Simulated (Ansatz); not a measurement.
Fields on a plane of Al2ZnSe4 (space group I-4)

```yaml
crystal:
  lattice:
    - [-2.75793, 2.75793, 5.41481]
    - [2.75793, -2.75793, 5.41481]
    - [2.75793, 2.75793, -5.41481]
  atoms:
    - { symbol: Al, position: [0.25000, 0.75000, 0.50000] }
    - { symbol: Al, position: [0.50000, 0.50000, 0.00000] }
    - { symbol: Zn, position: [0.00000, 0.00000, 0.00000] }
    - { symbol: Se, position: [0.39986, 0.89222, 0.02496] }
    - { symbol: Se, position: [0.10778, 0.13274, 0.50764] }
    - { symbol: Se, position: [0.86726, 0.37490, 0.97504] }
    - { symbol: Se, position: [0.62510, 0.60014, 0.49236] }
```

The slice is a (100) plane (indices of the conventional cell) through the point (0.867, 0.375, 0.975) (fractional), spanned by u = [101] and v = [110] in vectors of this cell: u (5.52 Å) and v (10.83 Å, at 90° to u). It covers one period; positions are fractions (u, v).

Atoms on it: Se at (0.03, 0.50), 0.1 Å off the plane; Se at (0.51, 0.73), 0.1 Å off the plane; Se at (0.00, 0.00); Se at (0.52, 0.23). Other atoms lie within 1 Å of the plane.

These are PBEsol (plane waves to 420 eV, PAW, scalar-relativistic; Ansatz, an electronic-structure program) values and carry that method's errors. k mesh 9×9×9. Near the nuclei the fields are pseudised (PAW); where an atom keeps semicore shells as valence, they peak there. Al2ZnSe4 was relaxed with its symmetry unable to fall.

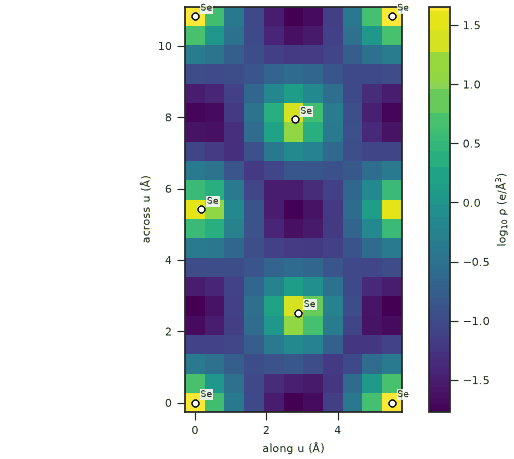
Figure. Log₁₀ of the valence density in e/Å³, one period of the plane, atoms marked. The scale is logarithmic, as a density can span decades between atoms and voids.

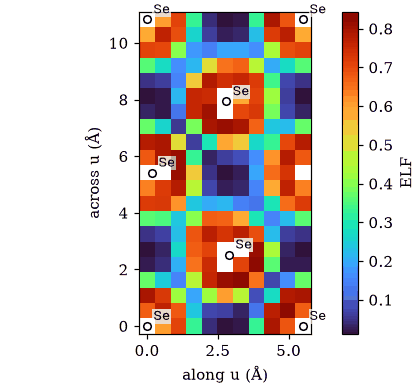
Electron localisation function (ELF), one period of the plane, atoms marked. Points within 0.5 Å of a nucleus are left white, as the pseudised field means little there.
